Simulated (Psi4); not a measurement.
# UPBE/def2-SVPD run of SiNH2F2 (SMILES [NH][SiH](F)F)

Aim: the energy change on altering one bond length of SiNH2F2 at UPBE/def2-SVPD, from 2 runs. 

Program for the calculation: Psi4 1.11.

1 further run of the same task is left out (set aside as unsound or not needed).

### Step 1. The system as given

SiNH2F2 has 6 atoms, charge 0, and is taken as a doublet. SMILES: `[NH][SiH](F)F`. The coordinates come from a PBE0-D4/def2-TZVP relaxation. This is one conformer, not always the lowest.

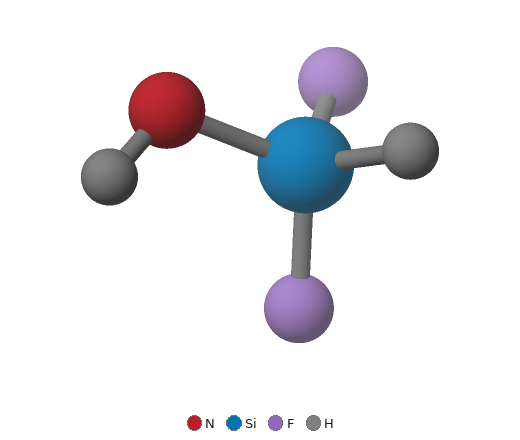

The structure, seen from a chosen angle (nitrogen red, silicon blue, fluorine purple, hydrogen grey).

### Step 2. Energy and forces at UPBE/def2-SVPD

File job.json:

```json
{
  "schema_name": "qcschema_input",
  "schema_version": 1,
  "molecule": {
    "schema_name": "qcschema_molecule",
    "schema_version": 2,
    "symbols": ["N", "Si", "F", "F", "H", "H"],
    "geometry": [-0.04799904, 1.89293866, -1.7077455, 0.35526851, -0.46279393, 0.51589523, 2.98331063, -1.77898817, -0.00888171, -1.71700516, -2.62709726, 0.3919292, -1.8477742, 2.18584621, -2.33664635, 0.35375673, 0.66915202, 3.05814379],
    "molecular_charge": 0,
    "molecular_multiplicity": 2,
    "fix_symmetry": "c1",
    "fix_com": true,
    "fix_orientation": true
  },
  "driver": "gradient",
  "model": {
    "method": "pbe",
    "basis": "def2-SVPD"
  },
  "keywords": {
    "reference": "uks",
    "puream": true,
    "e_convergence": 1e-09,
    "d_convergence": 1e-08,
    "scf_type": "pk",
    "dft_radial_points": 99,
    "dft_spherical_points": 590,
    "maxiter": 100,
    "scf_properties": ["MULLIKEN_CHARGES", "DIPOLE", "LOWDIN_CHARGES"]
  }
}
```

Launch:

```bash
$ psi4 --qcschema job.json -n 1 --memory 2200MB
```

stdout, shortened:

```text
[...]
  Running in c1 symmetry.
[...]
  Nuclear repulsion =  175.745953263484182
[...]
  Multiplicity = 2
[...]
  Nalpha       = 21
  Nbeta        = 20
[...]
    Number of basis functions: 106
[...]
   @UKS iter   1:  -544.29798379258636   -2.04837e-01   7.07883e-03 ADIIS/DIIS
[...]
   @UKS iter  14:  -544.52515650208647   -1.25056e-11   7.20195e-09 DIIS
[...]
   @S^2 Observed:                7.526510361E-01
[...]
    Orbital Energies [Eh]
    ---------------------
    Alpha Occupied:
       1A    -65.509108     2A    -24.286042     3A    -24.284877
       4A    -14.047433     5A     -5.148968     6A     -3.566314
       7A     -3.564047     8A     -3.561478     9A     -1.105129
      10A     -1.084694    11A     -0.786708    12A     -0.527819
      13A     -0.460554    14A     -0.446840    15A     -0.436822
      16A     -0.403254    17A     -0.389906    18A     -0.378491
      19A     -0.350639    20A     -0.305298    21A     -0.287654
    Alpha Virtual:
      22A     -0.010052    23A      0.000131    24A      0.010533
      25A      0.035945    26A      0.068583    27A      0.088366
[...]
  @UKS Final Energy:  -544.52515650208647
   => Energetics <=
    Nuclear Repulsion Energy =            175.7459532634841821
    One-Electron Energy =               -1104.1670411908166898
    Two-Electron Energy =                 432.9866419201995882
    DFT Exchange-Correlation Energy =     -49.0907104949535054
    Empirical Dispersion Energy =           0.0000000000000000
    VV10 Nonlocal Energy =                  0.0000000000000000
    Total Energy =                       -544.5251565020864746
[...]
 Multipole Moments:
 ------------------------------------------------------------------------------------
     Multipole            Electronic (a.u.)      Nuclear  (a.u.)        Total (a.u.)
 ------------------------------------------------------------------------------------
 L = 1.  Multiply by 2.5417464519 to convert [e a0] to [Debye]
 Dipole X            :        -15.1115268           14.5404976           -0.5710291
 Dipole Y            :         30.4285406          -30.0283150            0.4002255
 Dipole Z            :          0.7046377           -0.5627604            0.1418773
 Magnitude           :                                                    0.7116066
[...]
  Mulliken Charges: (a.u.)
   Center  Symbol    Alpha    Beta     Spin     Total
       1     N     4.02868  3.06436  0.96432 -0.09305
       2    SI     6.38130  6.35427  0.02703  1.26443
       3     F     4.78862  4.78656  0.00206 -0.57518
       4     F     4.79106  4.78886  0.00220 -0.57992
       5     H     0.49279  0.51825 -0.02546 -0.01105
       6     H     0.51754  0.48769  0.02985 -0.00523
   Total alpha = 21.00000, Total beta = 20.00000, Total charge =  0.00000
  Lowdin Charges: (a.u.)
   Center  Symbol    Alpha    Beta     Spin     Total
[...]
  -Total Gradient:
     Atom            X                  Y                   Z
    ------   -----------------  -----------------  -----------------
       1       -0.008271842049    -0.007721524055     0.004112125833
       2        0.006969477959    -0.033007606813    -0.008329126334
       3       -0.035337757879     0.017448996778     0.006207308342
       4        0.027044086846     0.028950608272     0.000472442941
       5        0.009861121801    -0.002510318017     0.003953379848
       6       -0.000151120603    -0.003123954434    -0.006444756221
[...]
```

The result, in JSON:

```text
{
 "driver": "gradient",
 "model": {
  "method": "pbe",
  "basis": "def2-SVPD"
 },
 "success": true,
 "return_result": [-0.008271842049492328, -0.007721524055274424, 0.004112125832875468, 0.00696947795869076, -0.03300760681329917, -0.00832912633377765, -0.0353377578794252, 0.017448996778295603, 0.006207308342446281, 0.027044086845827986, 0.02895060827225923, 0.000472442940697846, 0.009861121801148898, -0.0025103180166408667, 0.003953379848489702, -0.00015112060340630087, -0.003123954434322826, -0.0064447562213349185],
 "properties": {
  "calcinfo_nbasis": 106,
  "calcinfo_nmo": 106,
  "calcinfo_nalpha": 21,
  "calcinfo_nbeta": 20,
  "calcinfo_natom": 6,
  "nuclear_repulsion_energy": 175.74595326348418,
  "return_energy": -544.5251565020865,
  "return_gradient": [-0.008271842049492328, -0.007721524055274424, 0.004112125832875468, 0.00696947795869076, -0.03300760681329917, -0.00832912633377765, -0.0353377578794252, 0.017448996778295603, 0.006207308342446281, 0.027044086845827986, 0.02895060827225923, 0.000472442940697846, 0.009861121801148898, -0.0025103180166408667, 0.003953379848489702, -0.00015112060340630087, -0.003123954434322826, -0.0064447562213349185],
  "scf_one_electron_energy": -1104.1670411908167,
  "scf_two_electron_energy": 432.9866419201996,
  "scf_xc_energy": -49.090710494953505,
  "scf_dipole_moment": [-0.5710291310804863, 0.400225516233256, 0.1418772873006282],
  "scf_total_energy": -544.5251565020865,
  "scf_total_gradient": [-0.008271842049492328, -0.007721524055274424, 0.004112125832875468, 0.00696947795869076, -0.03300760681329917, -0.00832912633377765, -0.0353377578794252, 0.017448996778295603, 0.006207308342446281, 0.027044086845827986, 0.02895060827225923, 0.000472442940697846, 0.009861121801148898, -0.0025103180166408667, 0.003953379848489702, -0.00015112060340630087, -0.003123954434322826, -0.0064447562213349185],
  "scf_iterations": 14
 }
}
```

It took 61 s on 1 thread of AMD EPYC 7R43 (Zen 3), shared host; peak memory 0.9 GiB.

### Step 3. The distorted shape, same level

File f2h2nsi.xyz:

```xyz
6
F2H2NSi
N     -0.442567     1.210628    -0.820399
Si    -0.229167    -0.035972     0.356301
F      1.578700    -0.941400    -0.004700
F     -1.325767    -1.181272     0.290701
H     -1.394967     1.365628    -1.153199
H     -0.229967     0.563028     1.701601
```

File calc.py:

```python
import psi4

psi4.set_memory(2200000000)
psi4.set_num_threads(1)
psi4.set_output_file('run.log', False)

with open('f2h2nsi.xyz') as f:
    atoms = ''.join(f.readlines()[2:])
geom = psi4.geometry('0 2\n' + atoms + 'symmetry c1')

options = {'basis': 'def2-SVPD', 'reference': 'uks', 'puream': True, 'e_convergence': 1e-09, 'd_convergence': 1e-08, 'scf_type': 'pk', 'dft_radial_points': 99, 'dft_spherical_points': 590, 'maxiter': 100}
psi4.set_options(options)

energy_value, wavefunction = psi4.gradient("pbe", return_wfn=True)
psi4.oeprop(wavefunction, "QUADRUPOLE", "MAYER_INDICES", "LOWDIN_CHARGES")
print('gradient / Eh bohr^-1')
print(energy_value.np.round(6))
print(f'energy = {wavefunction.energy():.10f} Eh')
for k, v in sorted(psi4.core.scalar_variables().items()):
    print(f'{k:45s} {v:18.10f}')
```

Launch:

```bash
$ python calc.py
```

run.log, shortened:

```text
[...]
  Running in c1 symmetry.
[...]
  Nuclear repulsion =  161.757783577090095
[...]
  Multiplicity = 2
[...]
  Nalpha       = 21
  Nbeta        = 20
[...]
    Number of basis functions: 106
[...]
   @UKS iter   1:  -544.23745213949860   -3.97870e-01   7.21377e-03 DIIS/ADIIS
[...]
   @UKS iter  15:  -544.47738808336862   -1.70530e-12   3.56836e-09 DIIS
[...]
   @S^2 Observed:                7.528050436E-01
[...]
  @UKS Final Energy:  -544.47738808336862
   => Energetics <=
    Nuclear Repulsion Energy =            161.7577835770900947
    One-Electron Energy =               -1076.2382181654375017
    Two-Electron Energy =                 418.9527303286110396
    DFT Exchange-Correlation Energy =     -48.9496838236322418
    Empirical Dispersion Energy =           0.0000000000000000
    VV10 Nonlocal Energy =                  0.0000000000000000
    Total Energy =                       -544.4773880833686235
[...]
  -Total Gradient:
     Atom            X                  Y                   Z
    ------   -----------------  -----------------  -----------------
       1       -0.015531802994    -0.004185358337     0.000650662731
       2       -0.085354339044     0.014840505841     0.015342860539
       3        0.076907167334    -0.038436257431    -0.015370264949
       4        0.019140508190     0.028986804607     0.000601662850
       5        0.010483071096    -0.000623669950     0.004803954524
       6       -0.005650129363    -0.000505385503    -0.006022149661
[...]
 Multipole Moments:
 ------------------------------------------------------------------------------------
     Multipole            Electronic (a.u.)      Nuclear  (a.u.)        Total (a.u.)
 ------------------------------------------------------------------------------------
 L = 1.  Multiply by 2.5417464519 to convert [e a0] to [Debye]
 Dipole X            :          0.4827338           -1.7648215           -1.2820877
 Dipole Y            :         -3.0246068            3.8081377            0.7835309
 Dipole Z            :          0.0206051            0.2540723            0.2746774
 Magnitude           :                                                    1.5274545
 L = 2.  Multiply by 1.3450342976 to convert [e a0^2] to [Debye ang]
 Quadrupole XX       :       -173.0510574          148.5421113          -24.5089460
 Quadrupole XY       :         21.0471739          -22.3757961           -1.3286222
[...]
```

The script printed:

```text
gradient / Eh bohr^-1
[[-0.015532 -0.004185  0.000651]
 [-0.085354  0.014841  0.015343]
 [ 0.076907 -0.038436 -0.01537 ]
 [ 0.019141  0.028987  0.000602]
 [ 0.010483 -0.000624  0.004804]
 [-0.00565  -0.000505 -0.006022]]
energy = -544.4773880834 Eh
CURRENT ENERGY                                   -544.4773880834
CURRENT REFERENCE ENERGY                         -544.4773880834
DD SOLVATION ENERGY                                 0.0000000000
DFT FUNCTIONAL TOTAL ENERGY                      -544.4773880834
DFT TOTAL ENERGY                                 -544.4773880834
DFT VV10 ENERGY                                     0.0000000000
DFT XC ENERGY                                     -48.9496838236
GRID ELECTRONS ALPHA                               20.9999993940
GRID ELECTRONS BETA                                19.9999994084
GRID ELECTRONS TOTAL                               40.9999988024
NUCLEAR REPULSION ENERGY                          161.7577835771
ONE-ELECTRON ENERGY                             -1076.2382181654
PCM POLARIZATION ENERGY                             0.0000000000
PE ENERGY                                           0.0000000000
SCF ITERATION ENERGY                             -544.4773880834
SCF ITERATIONS                                     15.0000000000
SCF TOTAL ENERGY                                 -544.4773880834
TWO-ELECTRON ENERGY                               418.9527303286
XC GRID RADIAL POINTS                              99.0000000000
XC GRID SPHERICAL POINTS                          590.0000000000
XC GRID TOTAL POINTS                           338429.0000000000
```

Run time: 60 s. Hardware: 1 thread of AMD EPYC 7R43 (Zen 3), shared host; peak memory 0.9 GiB.

### Step 4. Outcome

At UPBE/def2-SVPD:

| quantity | value |
| --- | --- |
| first shape: total energy | -544.52516 Eh |
| first shape: dipole moment | 1.81 D |
| first shape: HOMO energy (highest over α and β) | -7.34 eV |
| first shape: LUMO energy (lowest over α and β) | -5.83 eV |
| first shape: ⟨S²⟩ | 0.753 |
| first shape: largest force on an atom | 2.052 eV/Å |
| distorted shape: total energy | -544.47739 Eh |
| distorted shape: dipole moment | 3.88 D |
| distorted shape: HOMO energy (highest over α and β) | -7.83 eV |
| distorted shape: LUMO energy (lowest over α and β) | -6.39 eV |
| distorted shape: ⟨S²⟩ | 0.753 |
| distorted shape: largest force on an atom | 4.524 eV/Å |
| energy change with the Si2–F3 bond stretched from 1.580 to 2.054 Å | 1.300 eV |

In words: With the Si2–F3 bond stretched from 1.580 to 2.054 Å the energy rises by 1.30 eV (30 kcal/mol). The first shape isn't relaxed at this level, so the change isn't measured from a minimum. The largest force (first shape) is 2.05 eV/Å: the shape isn't a stationary point for this species at this level. Mulliken charges (first shape) run from -0.58 on F4 to +1.26 on Si2; in a basis this large or diffuse they mean little.
